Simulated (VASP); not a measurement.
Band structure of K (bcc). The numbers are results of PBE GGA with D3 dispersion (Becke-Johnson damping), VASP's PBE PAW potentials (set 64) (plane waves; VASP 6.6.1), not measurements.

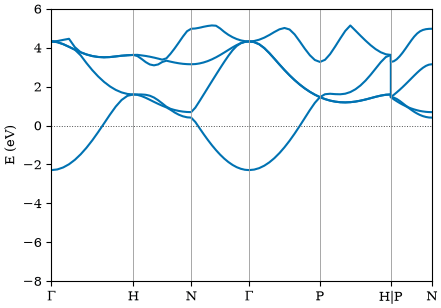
Bands along high-symmetry lines, zero at the valence-band maximum or, without a gap, the Fermi level

Question: Read the plot: is there a gap, and where are the band edges?

Answer: It has no gap at this level: it comes out as a metal or semimetal. (Edges off the drawn lines would not show.)

The compound is K in the bcc structure. It was relaxed first, which changed the volume by -7 %.
